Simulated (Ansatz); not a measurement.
# BrF (bromine fluoride) at B3LYP/cc-pVTZ

Aim: the vertical ionisation energy of BrF (bromine fluoride) at B3LYP/cc-pVTZ, from 2 runs. 

The calculation is run with Ansatz 0.2.0.

## (1) The system as given

The species is BrF (2 atoms), meant as a singlet with charge 0. SMILES: `FBr`. The shape is that of a PBE0-D4/def2-TZVP optimisation.

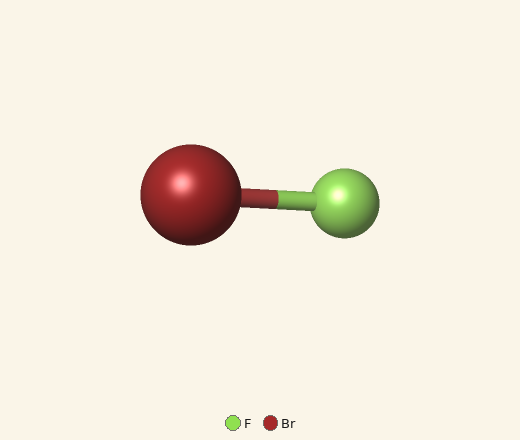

The structure, seen from a chosen angle (fluorine green, bromine red).

## (2) The energy at B3LYP/cc-pVTZ

job.yaml reads:

```yaml
basis:
  gaussian:
    orbitals: cc-pVTZ
crystal:
  periodic: [false, false, false]
  atoms:
    - {symbol: F, position_ang: [-0.000000, -0.000000, 0.023210]}
    - {symbol: Br, position_ang: [0.000000, 0.000000, 1.776730]}
accuracy: high
hamiltonian:
  xc: {name: B3LYP}
output:
  orbitals: {seedname: orbitals}
```

Started as:

```
$ ansatz run job.yaml --threads 1 --pin off --max-ram 3480MiB --events-out events.jsonl --progress --plain --runs-dir runs
```

Output:

```text
Warning: RAYON_NUM_THREADS=1 ignored (pool sized by the plan → 1); use --threads N
Functional definition: B3LYP
  name "B3LYP"
  parameter a0 = 0.2
  parameter ax = 0.72
  parameter ac = 0.81
  exchange = (1 - a0 - ax)*slater_x + ax*b88_x + a0*exact_x
  correlation = (1 - ac)*vwn_rpa_c + ac*lyp_c
966 factors; integrals over basis functions are off by at most 4.5e-9 eV
mean field evaluation 1: about -72763.3295 eV, gradient 2.9e1 eV
mean field evaluation 2: about -72759.3226 eV, gradient 5.9e1 eV
mean field evaluation 4: about -72764.4921 eV, gradient 1.2e0 eV
mean field evaluation 8: about -72764.5407 eV, gradient 4.4e-2 eV
mean field evaluation 16: about -72764.5408 eV, gradient 2.7e-6 eV
mean field -72764.54075392 eV, -2674.0475511294 hartree, gradient 1.8e-8 eV, S^2 0.000000; 0 other end points of the search recorded, 0 dependent functions left out
reference -72764.54077723 eV, -2674.0475519861 hartree; 22, 22 occupied and 51, 51 virtual orbitals, 966 factors
Total energy: -72764.54077723 eV, -2674.0475519861 hartree
```

Wall time 2.8 s (1 thread of Arm Neoverse V2, shared host); peak memory 0.14 GiB.

## (3) The doublet cation, same level

input.yaml reads:

```yaml
crystal:
  periodic: [false, false, false]
  atoms:
    - {symbol: F, position_ang: [-0.000000, -0.000000, 0.023210]}
    - {symbol: Br, position_ang: [0.000000, 0.000000, 1.776730]}
basis:
  gaussian:
    orbitals: cc-pVTZ
magnetization:
  spin_polarized: true
  initial_magnetization: 1
hamiltonian:
  xc: {name: B3LYP}
accuracy: high
total_charge: 1
output: {orbitals: {seedname: orbitals}}
```

Started as:

```
$ ansatz run input.yaml --threads 1 --pin off --max-ram 3480MiB --events-out events.jsonl --progress --plain --runs-dir runs
```

Output (excerpt; [...] marks lines left out):

```text
Warning: RAYON_NUM_THREADS=1 ignored (pool sized by the plan → 1); use --threads N
[... 7 set-up lines as earlier in the session ...]
966 factors; integrals over basis functions are off by at most 4.5e-9 eV
mean field evaluation 1: about -72739.9236 eV, gradient 6.4e1 eV
mean field evaluation 2: about -72649.2095 eV, gradient 1.5e2 eV
mean field evaluation 4: about -72752.2905 eV, gradient 1.0e1 eV
mean field evaluation 8: about -72752.7088 eV, gradient 4.6e-1 eV
mean field evaluation 16: about -72752.7096 eV, gradient 5.8e-4 eV
mean field -72752.70956357 eV, -2673.6127629035 hartree, gradient 1.3e-8 eV, S^2 0.752576; 0 other end points of the search recorded, 0 dependent functions left out
reference -72752.70958776 eV, -2673.6127637924 hartree; 22, 21 occupied and 51, 52 virtual orbitals, 966 factors
Total energy: -72752.70958776 eV, -2673.6127637924 hartree
```

Wall time 4.8 s (1 thread of Arm Neoverse V2, shared host); peak memory 0.2 GiB.

## (4) Outcome

At B3LYP/cc-pVTZ:

| quantity | value |
| --- | --- |
| singlet BrF: total energy | -2674.04755 Eh |
| singlet BrF: HOMO energy | -8.53 eV |
| singlet BrF: LUMO energy | -3.56 eV |
| singlet BrF: HOMO–LUMO gap | 4.97 eV |
| doublet cation: total energy | -2673.61276 Eh |
| doublet cation: HOMO energy (highest over α and β) | -17.28 eV |
| doublet cation: LUMO energy (lowest over α and β) | -15.16 eV |
| doublet cation: ⟨S²⟩ | 0.753 |
| vertical ionisation energy (to the doublet cation) | 11.831 eV |

What this shows: Removing an electron at fixed nuclei costs 11.83 eV (1142 kJ/mol). −ε(HOMO) before ionisation, 8.53 eV, is 3.30 eV below this ionisation energy.
